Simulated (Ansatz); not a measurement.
**H$_{6}$Si$_{2}$···HCl: density, localisation and related maps**

Input file:

```
crystal:
  periodic: [false, false, false]
  atoms:
    - { symbol: Si, position_ang: [-0.9516, -0.0006, -0.1424] }
    - { symbol: Cl, position_ang: [-0.4437, -0.4607, -2.5346] }
    - { symbol: H, position_ang: [-1.7944, -1.2219, -0.0603] }
    - { symbol: H, position_ang: [-1.9834, 1.035, -0.1364] }
    - { symbol: Si, position_ang: [0.9245, -0.3788, 1.1566] }
    - { symbol: H, position_ang: [0.1518, 1.032, -1.8181] }
    - { symbol: H, position_ang: [0.0721, 1.3767, -0.9082] }
    - { symbol: H, position_ang: [0.5486, -1.1769, 2.327] }
    - { symbol: H, position_ang: [1.9923, -1.0797, 0.4441] }
    - { symbol: H, position_ang: [1.4839, 0.8749, 1.6723] }
basis:
  gaussian: { orbitals: def2-SVP }
hamiltonian:
  xc: pbe0
  dispersion: d4
relax:
  f_tol: 0.15
  max_steps: 25
  restrain:
    - { distance: [0, 6], at: 1.42, k: 30.0 }
    - { distance: [5, 1], at: 1.33, k: 30.0 }
    - { distance: [0, 1], at: 3.43, k: 30.0 }
    - { distance: [5, 6], at: 1.92, k: 30.0 }
output:
  orbitals: {}
```

Run with:

```sh
ansatz run input.yaml --threads 2 --pin off --max-ram 3072MiB --backend cpu --events-out ev --progress --plain --runs-dir out
```

The fields are those of the run's last geometry, not of the input's.

Not at a stationary point (largest force 1.0 eV/Å).

Computed with RKS PBE0-D4/def2-SVP (Ansatz).

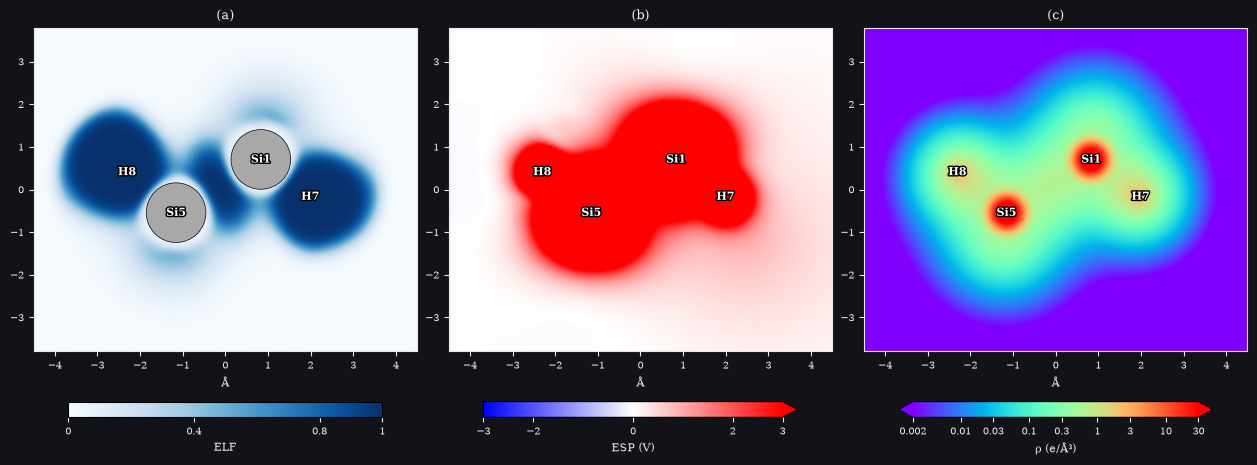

Figure 1. (a) ELF; (b) molecular electrostatic potential; (c) electron density on the plane of atoms Si5, Si1 and H7. Grey discs cover the atomic cores in the ELF map.

What does the map show?

Answer. The plane passes through Si and H nuclei. Si–Si (2.35 Å): ρ is about 0.64 e/Å³ halfway; the ELF peaks at about 1 between the atoms, as expected for a covalent bond. Si–H (1.45 Å): ρ is about 0.78 e/Å³ halfway; the ELF climbs to about 1 towards the hydrogen, as it does in any bond to H. The potential has no marked negative region in this plane.

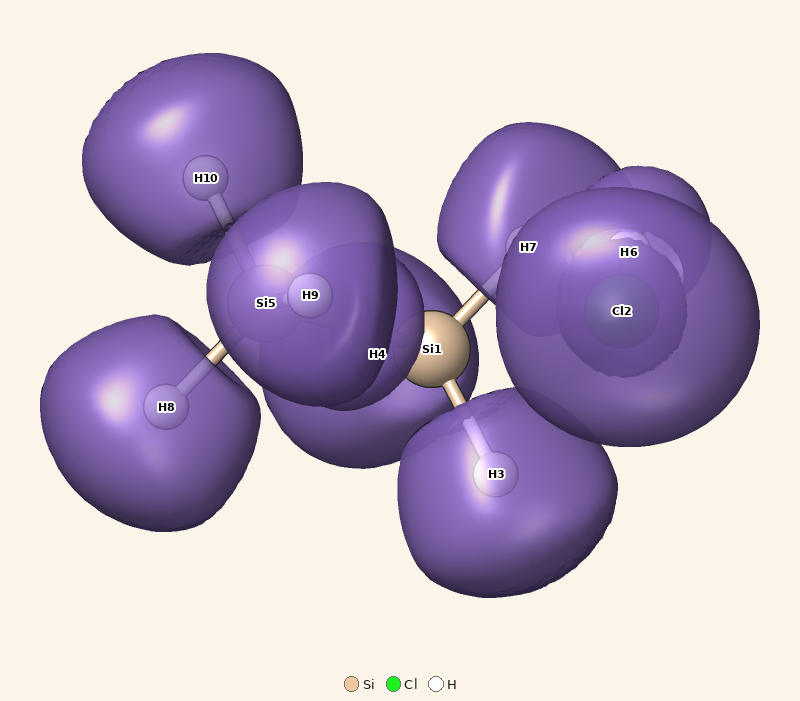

Figure 2. Isosurface of the ELF at 0.75 (purple), seen from one side. Core shells and regions of very low density are left out.

Where are the electrons localised?

Answer. The ELF exceeds this value in one region between bonded Si–Si atoms (shared pairs), six regions around hydrogen nuclei and one joined region spread over several atoms (Cl, H), in which their bonds and any lone pairs are merged.


H6···H7 (1.92 Å): the ELF dips to about 0.10 between them.

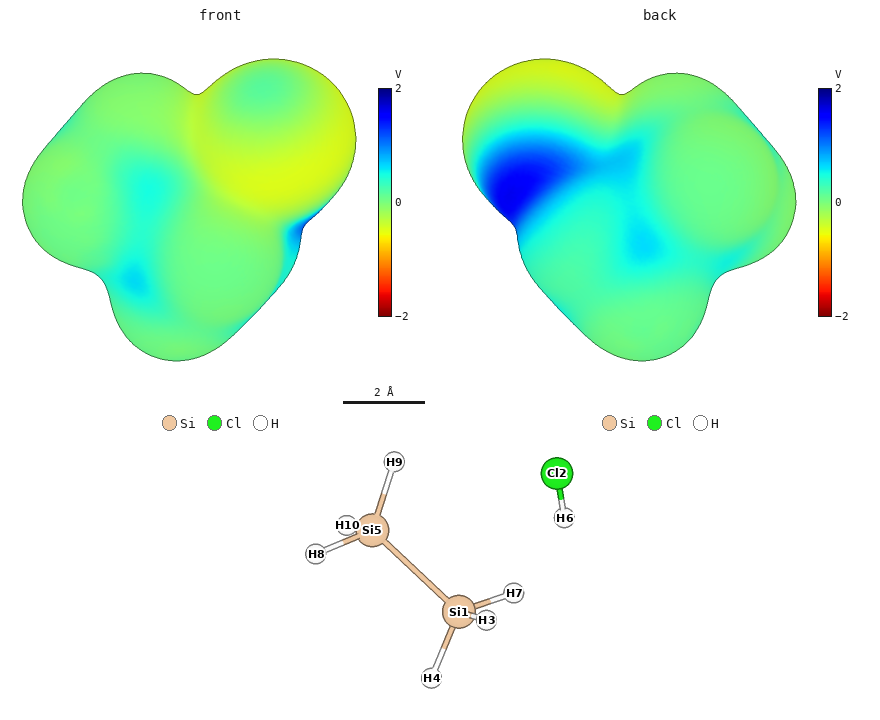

Figure 3. The electrostatic potential painted on the density surface at 0.001 e/bohr³, seen from the front and from behind; the colour scale runs from red (negative) to blue (positive). The bare structure is drawn below in the same view.

Which sites attract a positive test charge, and which a negative one?

Answer. A positive charge is drawn to the negative regions and a negative charge to the positive ones. The most negative region (about −0.5 V) lies over Cl2, the most positive (about +1.5 V) over H6. Cl2 shows a σ-hole: about +0.2 V at the tip opposite its bond, against about −0.4 V on its flanks.

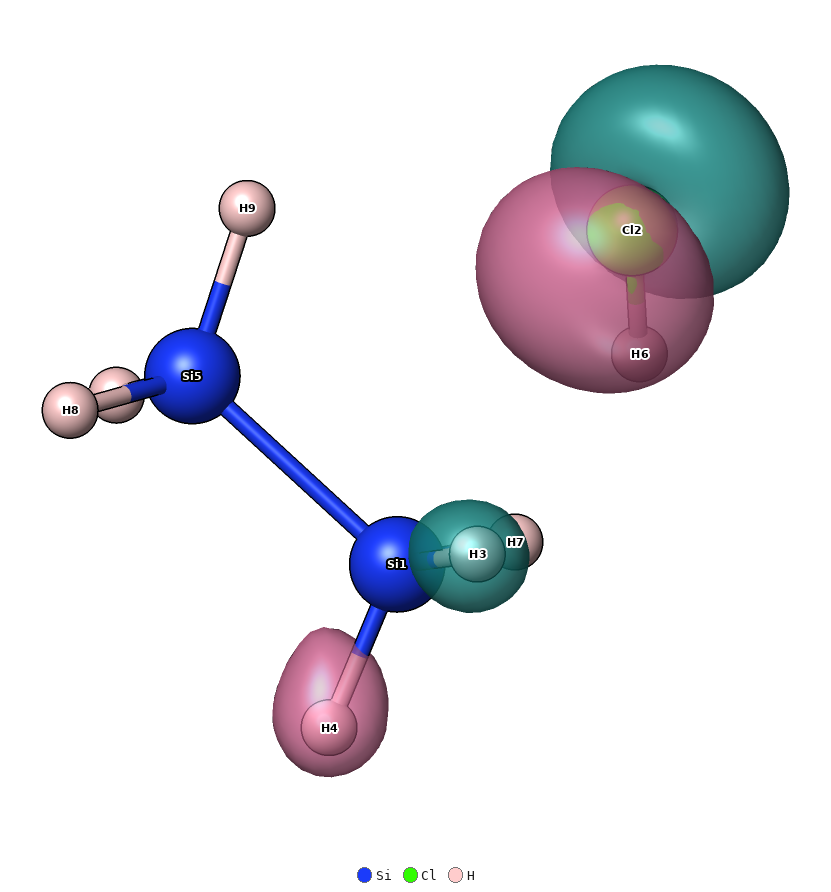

Figure 4. The HOMO−1 at ±0.15 Å⁻³ᐟ² (teal and pink are the two phases), seen across its widest extent.

What is the character of this orbital?

Answer. It lies mainly on Cl2 (about 80 %) and Si1 (about 5 %); largely a lone pair of Cl2. Its energy is −9.08 eV.
